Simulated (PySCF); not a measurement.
**C$_{2}$H$_{10}$Si$_{2}$: density, localisation and related maps**

The calculation's input:

```
{"job": {"kind": "nmr", "xc": "PBE0", "basis": "pcSseg-2"}, "charge": 0, "multiplicity": 1}
C      0.403602     0.050420    -0.216732
Si    -0.073031     1.515597     0.875802
Si    -0.983194    -0.425462    -1.407282
C      0.874294    -1.150127     0.616865
H      1.233110     0.411483    -0.854226
H     -0.456356     2.699443     0.046678
H      1.077876     1.894466     1.755213
H     -1.230754     1.150958     1.751806
H     -2.188247    -0.875740    -0.642289
H     -1.370572     0.733781    -2.268957
H     -0.539659    -1.552921    -2.287059
H      0.065841    -1.537386     1.258986
H      1.210355    -1.984524    -0.020152
H      1.715450    -0.885602     1.278275
```

Command:

```sh
OMP_NUM_THREADS=1 python cluster_run.py task.json out
```

Geometry: PBE0-D3(BJ)/def2-SVP.

All numbers below come from PBE0/pcSseg-2, SCF density, gas phase, non-relativistic in PySCF.

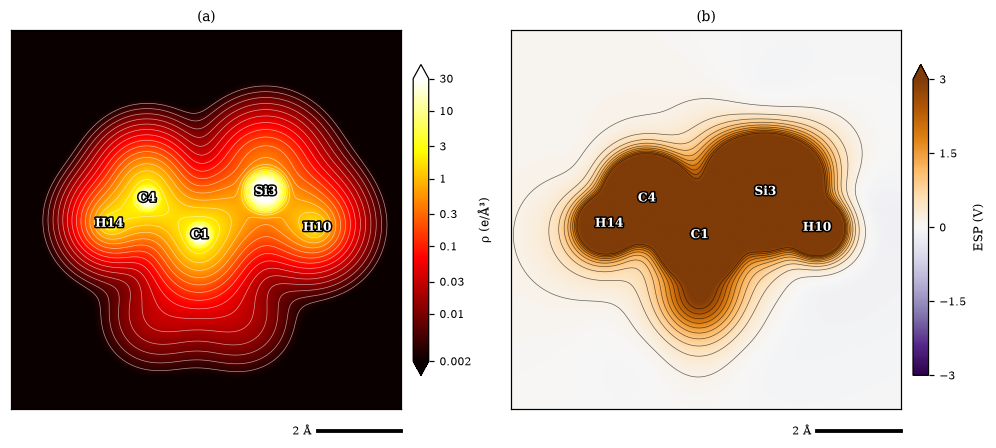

Figure 1. (a) electron density; (b) molecular electrostatic potential on the plane of atoms Si3, C1 and C4.

What does the map show?

The section cuts through C, Si and H sites.
C–C (1.54 Å): ρ at the midpoint is about 1.6 e/Å³.
C–Si (1.89 Å): the density is about 0.93 e/Å³ at the midpoint.
C–H (1.10 Å): ρ is about 1.9 e/Å³ halfway.
Si–H (1.50 Å): ρ at the midpoint is about 0.8 e/Å³.
The potential has no marked negative region in this plane.

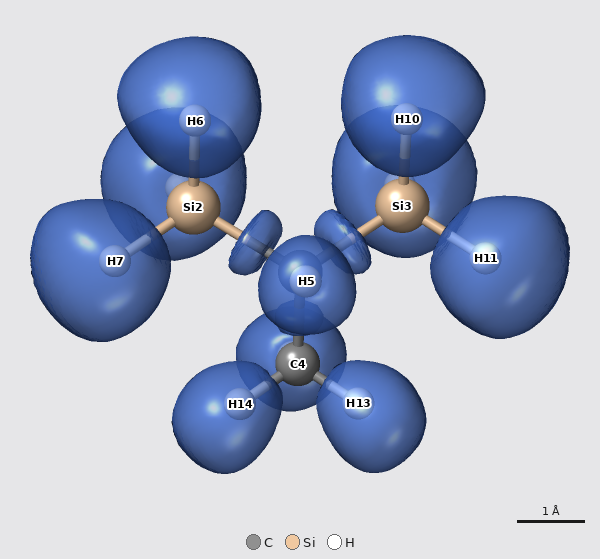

Figure 2. Isosurface of the electron localisation function at 0.85 (blue), seen across its widest extent. Only the valence region is drawn (cores and ρ < 0.01 e/Å³ removed).

What do the ELF domains correspond to?

At this value the surface marks out one region between bonded C–C atoms (shared pairs), two regions between bonded C–Si atoms (shared pairs) and ten regions around hydrogen nuclei.


C–C (1.54 Å): the ELF peaks at about 0.95 between the atoms: a covalent bond. C–Si (1.89 Å): the ELF peaks at about 0.95 between the atoms; a covalent bond.
